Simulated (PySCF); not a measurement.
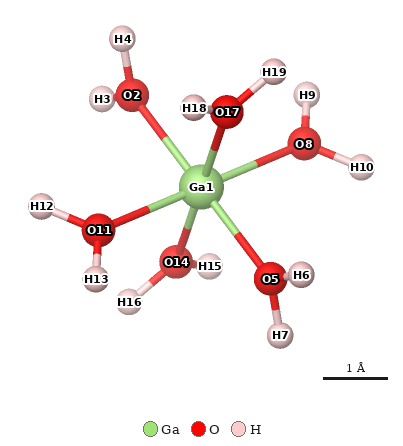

Fig. 1: The structure as given in the input (ball-and-stick view, seen at a tilt; atoms are numbered from 1 in the order of the input). Sticks mark near contacts.

## What a change does: NMR shielding calculation on GaH₁₂O₆

System: GaH₁₂O₆, charge +3.
Method of the first run: GIAO PBE/pcSseg-1 Ga:pcSseg-2 NMR shielding, non-relativistic, gas phase (PySCF 2.14.0).

The geometry comes from this level: PBE0-D3(BJ)/def2-SVP. Text and figures count atoms from 1; the logs count them from 0 in places.

## Input, the first run
```
{"job": {"kind": "nmr", "xc": "PBE", "basis": {"default": "pcSseg-1", "Ga": "pcSseg-2"}, "pop": false}, "charge": 3, "multiplicity": 1}
Ga    -0.000626    -0.000259    -0.000109
O     -0.022849     0.111056     1.989965
H     -0.097824     0.930337     2.516832
H      0.036827    -0.637942     2.614277
O      0.022289    -0.110916    -1.990284
H      0.107178    -0.929267    -2.517145
H     -0.046262     0.637296    -2.614656
O      1.987710     0.152067     0.012689
H      2.554593     0.245727     0.802761
H      2.570266     0.149173    -0.771522
O     -1.988465    -0.153809    -0.012879
H     -2.569327    -0.152896     0.772549
H     -2.558039    -0.240403    -0.801739
O     -0.154490     1.984891    -0.102222
H      0.588097     2.619035    -0.127379
H     -0.983244     2.498275    -0.163399
O      0.155383    -1.984990     0.102412
H     -0.586035    -2.620703     0.121781
H      0.984830    -2.496660     0.168077
```

The first line tells a small driver script what to run in PySCF; the rest is the geometry in Å.

Hardware: 1 CPU thread, shared host.

## Output (the first run)
```
coarse grid: 68160 points
cycle   1  E = -2381.1871637617  dE =  1.453e+00  |g| = 2.011e+00  |ddm| = 3.518e+00
cycle   2  E = -2380.1803035122  dE =  1.007e+00  |g| = 3.424e+00  |ddm| = 2.007e+00
cycle   3  E = -2381.6231418653  dE = -1.443e+00  |g| = 1.360e-01  |ddm| = 1.431e+00
cycle   4  E = -2381.6253981794  dE = -2.256e-03  |g| = 9.361e-02  |ddm| = 9.493e-02
cycle   5  E = -2381.6263027911  dE = -9.046e-04  |g| = 6.648e-03  |ddm| = 3.361e-02
cycle   6  E = -2381.6263077708  dE = -4.980e-06  |g| = 1.749e-03  |ddm| = 4.168e-03
final grid: 145008 points
cycle   7  E = -2381.6264565748  dE = -4.906e-08  |g| = 2.153e-03  |ddm| = 4.704e-03
cycle   8  E = -2381.6264556434  dE =  9.314e-07  |g| = 3.348e-03  |ddm| = 3.352e-03
cycle   9  E = -2381.6264574100  dE = -1.767e-06  |g| = 3.576e-04  |ddm| = 1.781e-03
cycle  10  E = -2381.6264574327  dE = -2.270e-08  |g| = 5.826e-05  |ddm| = 2.668e-04
cycle  11  E = -2381.6264574330  dE = -3.083e-10  |g| = 3.853e-06  |ddm| = 1.937e-05
converged SCF energy = -2381.6264574330

GIAO shielding tensors (ppm)
atom      isotropic    diamagn.    paramagn.     s11        s22        s33       span
  0 Ga    1747.166    2640.399    -893.234   1746.246   1747.246   1748.005      1.759
  1 O      285.249     386.670    -101.422    239.388    301.118    315.240     75.852
  2 H       25.901      27.036      -1.135     16.881     20.228     40.592     23.710
  3 H       25.892      27.034      -1.142     16.894     20.121     40.661     23.767
  4 O      285.230     386.669    -101.438    239.397    301.062    315.232     75.835
  5 H       25.900      27.033      -1.133     16.881     20.230     40.589     23.708
  6 H       25.892      27.034      -1.142     16.895     20.122     40.660     23.765
  7 O      285.210     386.689    -101.479    239.347    301.009    315.275     75.928
  8 H       25.899      27.042      -1.143     16.899     20.168     40.631     23.732
  9 H       25.898      27.037      -1.139     16.888     20.187     40.618     23.729
 10 O      285.293     386.663    -101.370    239.451    301.147    315.282     75.831
 11 H       25.906      27.035      -1.129     16.889     20.207     40.621     23.732
 12 H       25.894      27.033      -1.139     16.892     20.146     40.644     23.753
 13 O      285.310     386.663    -101.353    239.543    301.102    315.285     75.742
 14 H       25.905      27.044      -1.139     16.891     20.189     40.635     23.745
 15 H       25.902      27.044      -1.142     16.898     20.168     40.639     23.741
 16 O      285.304     386.655    -101.352    239.499    301.141    315.270     75.771
 17 H       25.901      27.034      -1.133     16.886     20.178     40.640     23.754
 18 H       25.903      27.043      -1.141     16.897     20.179     40.632     23.736
```

The input of the second run differs as follows (lines with − go, lines with + come):
```diff
-"xc": "PBE"
+"xc": "B3LYP"
```

What does this change do to the results?

The total energies belong to different methods, so their difference says nothing on which is more stable or more accurate. The HOMO goes from −22.16 to −23.79 eV. The LUMO goes from −15.05 to −14.29 eV. Of all shieldings, the largest change is that of Ga1, by +51.8 ppm. The functional changes from PBE to B3LYP. Exact exchange removes part of the self-interaction error of semilocal functionals, which pushes filled and empty levels apart. The SCF takes 10 iterations against 11.

## Output (the second run)
```
coarse grid: 68160 points
cycle   1  E = -2382.1408608522  dE =  1.318e+00  |g| = 1.711e+00  |ddm| = 3.466e+00
cycle   2  E = -2381.7691200412  dE =  3.717e-01  |g| = 2.443e+00  |ddm| = 1.435e+00
cycle   3  E = -2382.4618726217  dE = -6.928e-01  |g| = 8.500e-02  |ddm| = 9.226e-01
cycle   4  E = -2382.4626276849  dE = -7.551e-04  |g| = 1.108e-02  |ddm| = 2.791e-02
cycle   5  E = -2382.4626365036  dE = -8.819e-06  |g| = 7.150e-03  |ddm| = 6.635e-03
cycle   6  E = -2382.4626423972  dE = -5.894e-06  |g| = 7.426e-04  |ddm| = 2.903e-03
final grid: 145008 points
cycle   7  E = -2382.4627576609  dE = -3.263e-07  |g| = 1.061e-03  |ddm| = 3.480e-03
cycle   8  E = -2382.4627575903  dE =  7.061e-08  |g| = 1.562e-03  |ddm| = 6.083e-04
cycle   9  E = -2382.4627577276  dE = -1.373e-07  |g| = 3.312e-05  |ddm| = 3.397e-04
cycle  10  E = -2382.4627577277  dE = -1.182e-10  |g| = 2.031e-05  |ddm| = 2.512e-05
converged SCF energy = -2382.4627577277

GIAO shielding tensors (ppm)
atom      isotropic    diamagn.    paramagn.     s11        s22        s33       span
  0 Ga    1798.953    2638.919    -839.966   1798.096   1798.957   1799.805      1.709
  1 O      289.397     387.886     -98.489    244.295    308.402    315.493     71.198
  2 H       25.841      26.909      -1.068     16.679     20.086     40.758     24.079
  3 H       25.833      26.907      -1.075     16.691     19.979     40.828     24.136
  4 O      289.380     387.884     -98.504    244.306    308.351    315.483     71.177
  5 H       25.840      26.906      -1.065     16.678     20.087     40.755     24.077
  6 H       25.832      26.907      -1.075     16.692     19.979     40.826     24.134
  7 O      289.349     387.913     -98.563    244.234    308.282    315.532     71.299
  8 H       25.841      26.918      -1.077     16.698     20.028     40.798     24.100
  9 H       25.839      26.913      -1.074     16.687     20.046     40.784     24.097
 10 O      289.433     387.885     -98.453    244.338    308.418    315.541     71.203
 11 H       25.847      26.911      -1.063     16.688     20.066     40.788     24.099
 12 H       25.836      26.909      -1.073     16.691     20.005     40.811     24.120
 13 O      289.469     387.894     -98.425    244.470    308.394    315.543     71.072
 14 H       25.845      26.918      -1.073     16.688     20.047     40.802     24.113
 15 H       25.843      26.919      -1.076     16.695     20.026     40.806     24.111
 16 O      289.460     387.886     -98.426    244.420    308.428    315.531     71.111
 17 H       25.842      26.909      -1.067     16.684     20.036     40.806     24.122
 18 H       25.843      26.918      -1.075     16.694     20.037     40.800     24.106
```

## The two runs side by side

| quantity | the first run | the second run |
| --- | --- | --- |
| outcome | converged | converged |
| total energy (hartree) | −2381.626457 | −2382.462758 |
| HOMO (eV) | −22.16 | −23.79 |
| LUMO (eV) | −15.05 | −14.29 |
| shielding of Ga1 (ppm) | 1747.2 | 1799.0 |
| shielding of O2 (ppm) | 285.2 | 289.4 |
| shielding of O5 (ppm) | 285.2 | 289.4 |
| shielding of O8 (ppm) | 285.2 | 289.3 |
| shielding of O11 (ppm) | 285.3 | 289.4 |
| shielding of O14 (ppm) | 285.3 | 289.5 |
| shielding of O17 (ppm) | 285.3 | 289.5 |
| SCF iterations | 11 | 10 |
| basis functions | 225 | 225 |
| wall time (shared host) | 54 s | 37 s |

For both runs: Spin–orbit coupling is left out, which matters for the heavy atoms. A multiply charged ion in the gas phase: its levels are not those in solution or in a crystal.
